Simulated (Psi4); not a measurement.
# TPSS/def2-SVP run of GaHCl2O (SMILES [OH][Ga]([Cl])[Cl])

Aim: the energy change on altering one bond length of GaHCl2O at TPSS/def2-SVP, from 2 runs. 

Program for the calculation: Psi4 1.11.

18 further runs of the same task are left out: 16 that didn't finish, 2 set aside as unsound or not needed.

### Step 1. The molecule

The species is GaHCl2O (5 atoms), meant as a singlet with charge 0. SMILES: `[OH][Ga]([Cl])[Cl]`. The coordinates come from a PBE0-D4/def2-TZVP relaxation.

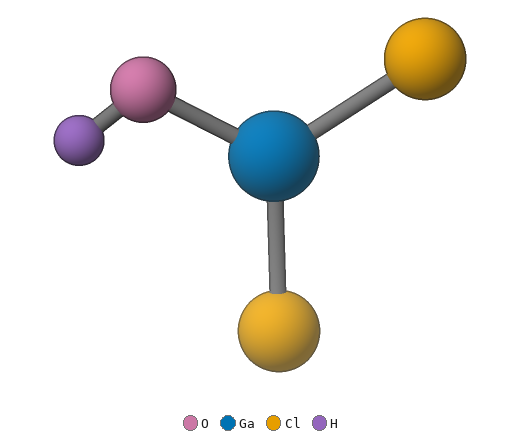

The structure, seen from a chosen angle (oxygen pink, gallium blue, chlorine amber, hydrogen purple).

### Step 2. A single-point energy at TPSS/def2-SVP

Contents of calc.py:

```python
import psi4

psi4.set_memory(2200000000)
psi4.set_num_threads(1)
psi4.set_output_file('output.dat', False)

geom = psi4.geometry("""
O      0.48093530     2.55982301     0.46468365
Ga     0.22393255    -0.74549696     0.10733644
Cl     2.83458919    -3.08951324     1.99876332
Cl    -2.66054541    -2.33626841    -2.18414545
H     -0.78461429     3.47218278    -0.46487263
units bohr
symmetry c1
no_reorient
no_com
""")

psi4.set_options({
    'basis': 'def2-SVP',
    'puream': True,
    'e_convergence': 1e-09,
    'd_convergence': 1e-08,
    'scf_type': 'pk',
    'dft_radial_points': 99,
    'dft_spherical_points': 590,
})

e_tot, wfn = psi4.energy("tpss", return_wfn=True)
psi4.oeprop(wfn, "DIPOLE", "LOWDIN_CHARGES", "WIBERG_LOWDIN_INDICES", title="TPSS")
print('E =', round(e_tot, 9))
for k, v in sorted(psi4.core.scalar_variables().items()):
    print(f'{k:45s} {v:18.10f}')
```

On the command line:

```console
$ python calc.py
```

output.dat, shortened:

```text
[...]
  Running in c1 symmetry.
[...]
  Nuclear repulsion =  438.684256498237289
[...]
  Multiplicity = 1
[...]
  Nalpha       = 37
  Nbeta        = 37
[...]
    Number of basis functions: 87
[...]
   @RKS iter   1: -2918.53964412696723   -1.02235e+00   3.10876e-02 DIIS/ADIIS
[...]
   @RKS iter  14: -2920.66769240366693   -5.45697e-12   6.69105e-09 DIIS
[...]
    Orbital Energies [Eh]
    ---------------------
    Doubly Occupied:
       1A   -371.590524     2A   -100.976299     3A   -100.976087
       4A    -45.497499     5A    -40.280278     6A    -40.276622
       7A    -40.275308     8A    -18.914776     9A     -9.249952
      10A     -9.249882    11A     -7.034498    12A     -7.034360
      13A     -7.027869    14A     -7.027733    15A     -7.027108
      16A     -7.026832    17A     -5.383018    18A     -3.689743
      19A     -3.683183    20A     -3.679961    21A     -0.930389
      22A     -0.811018    23A     -0.807448    24A     -0.791901
      25A     -0.789536    26A     -0.781022    27A     -0.749629
      28A     -0.738192    29A     -0.474449    30A     -0.407126
      31A     -0.356394    32A     -0.323060    33A     -0.321339
      34A     -0.297697    35A     -0.295266    36A     -0.290620
[...]
  @RKS Final Energy: -2920.66769240366693
   => Energetics <=
    Nuclear Repulsion Energy =            438.6842564982372892
    One-Electron Energy =               -4932.5100192184363550
    Two-Electron Energy =                1713.7919163213068714
    DFT Exchange-Correlation Energy =    -140.6338460047747674
    Empirical Dispersion Energy =           0.0000000000000000
    VV10 Nonlocal Energy =                  0.0000000000000000
    Total Energy =                      -2920.6676924036669334
[...]
 Multipole Moments:
 ------------------------------------------------------------------------------------
     Multipole            Electronic (a.u.)      Nuclear  (a.u.)        Total (a.u.)
 ------------------------------------------------------------------------------------
 L = 1.  Multiply by 2.5417464519 to convert [e a0] to [Debye]
 Dipole X            :        -13.3204199           12.9635214           -0.3568985
 Dipole Y            :         91.8539525          -91.3979269            0.4560255
 Dipole Z            :         -3.6812652            3.4285300           -0.2527352
 Magnitude           :                                                    0.6318314
[...]
```

On the terminal:

```text
E = -2920.667692404
CURRENT ENERGY                                  -2920.6676924037
CURRENT REFERENCE ENERGY                        -2920.6676924037
DD SOLVATION ENERGY                                 0.0000000000
DFT FUNCTIONAL TOTAL ENERGY                     -2920.6676924037
DFT TOTAL ENERGY                                -2920.6676924037
DFT VV10 ENERGY                                     0.0000000000
DFT XC ENERGY                                    -140.6338460048
GRID ELECTRONS ALPHA                               37.0000011208
GRID ELECTRONS BETA                                37.0000011208
GRID ELECTRONS TOTAL                               74.0000022417
NUCLEAR REPULSION ENERGY                          438.6842564982
ONE-ELECTRON ENERGY                             -4932.5100192184
PCM POLARIZATION ENERGY                             0.0000000000
PE ENERGY                                           0.0000000000
SCF ITERATION ENERGY                            -2920.6676924037
SCF ITERATIONS                                     14.0000000000
SCF TOTAL ENERGY                                -2920.6676924037
TWO-ELECTRON ENERGY                              1713.7919163213
XC GRID RADIAL POINTS                              99.0000000000
XC GRID SPHERICAL POINTS                          590.0000000000
XC GRID TOTAL POINTS                           276020.0000000000
```

Run time: 23 s. Hardware: 1 thread of Intel Xeon Platinum 8488C (Sapphire Rapids), shared host; peak memory 0.94 GiB.

### Step 3. The distorted shape

Contents of calc.in:

```
memory 2200 mb

molecule m {
  0 1
  O
  Ga 1 1.764541
  Cl 2 2.10925 1 118.78964
  Cl 2 2.123422 1 120.6351 3 179.99113
  H 1 1.4415 2 112.91861 3 179.95047
  symmetry c1
}

set basis def2-SVP
set puream true
set e_convergence 1e-09
set d_convergence 1e-08
set scf_type pk
set dft_radial_points 99
set dft_spherical_points 590

result, w = energy("tpss", return_wfn=True)
oeprop(w, "LOWDIN_CHARGES", "MAYER_INDICES", "QUADRUPOLE", title="TPSS")
```

On the command line:

```console
$ psi4 -n 1 calc.in calc.out
```

calc.out, shortened:

```text
[...]
  Running in c1 symmetry.
[...]
  Nuclear repulsion =  435.981382207241893
[...]
  Multiplicity = 1
[...]
  Nalpha       = 37
  Nbeta        = 37
[...]
    Number of basis functions: 87
[...]
   @RKS iter   1: -2918.41538978178187   -1.07193e+00   3.11272e-02 DIIS/ADIIS
[...]
   @RKS iter  15: -2920.58961385112025   -3.18323e-12   3.56337e-09 DIIS
[...]
  @RKS Final Energy: -2920.58961385112025
   => Energetics <=
    Nuclear Repulsion Energy =            435.9813822072418930
    One-Electron Energy =               -4927.4364585273697230
    Two-Electron Energy =                1711.3538018740632651
    DFT Exchange-Correlation Energy =    -140.4883394050557399
    Empirical Dispersion Energy =           0.0000000000000000
    VV10 Nonlocal Energy =                  0.0000000000000000
    Total Energy =                      -2920.5896138511202480
[...]
 Multipole Moments:
 ------------------------------------------------------------------------------------
     Multipole            Electronic (a.u.)      Nuclear  (a.u.)        Total (a.u.)
 ------------------------------------------------------------------------------------
 L = 1.  Multiply by 2.5417464519 to convert [e a0] to [Debye]
 Dipole X            :          0.0002328           -0.0009184           -0.0006856
 Dipole Y            :         -0.7187985            1.2923380            0.5735395
 Dipole Z            :          1.5898317           -2.0689123           -0.4790806
 Magnitude           :                                                    0.7473060
 L = 2.  Multiply by 1.3450342976 to convert [e a0^2] to [Debye ang]
 Quadrupole XX       :        -33.2070637            0.0000089          -33.2070548
 Quadrupole XY       :         -0.0282776            0.0257447           -0.0025329
[...]
```

It took 25 s on 1 thread of Intel Xeon Platinum 8488C (Sapphire Rapids), shared host; peak memory 0.93 GiB.

### Step 4. Results

Level: TPSS/def2-SVP.

| quantity | value |
| --- | --- |
| first shape: total energy | -2920.66769 Eh |
| first shape: dipole moment | 1.61 D |
| first shape: HOMO energy | -7.79 eV |
| first shape: LUMO energy | -2.19 eV |
| first shape: HOMO–LUMO gap | 5.59 eV |
| distorted shape: total energy | -2920.58961 Eh |
| distorted shape: dipole moment | 1.90 D |
| distorted shape: HOMO energy | -7.55 eV |
| distorted shape: LUMO energy | -3.40 eV |
| distorted shape: HOMO–LUMO gap | 4.15 eV |
| energy change with the O1–H5 bond stretched from 0.961 to 1.442 Å | 2.125 eV |

In words: With the O1–H5 bond stretched from 0.961 to 1.442 Å the energy rises by 2.12 eV (205 kJ/mol). The first shape isn't relaxed at this level, so the change isn't measured from a minimum.
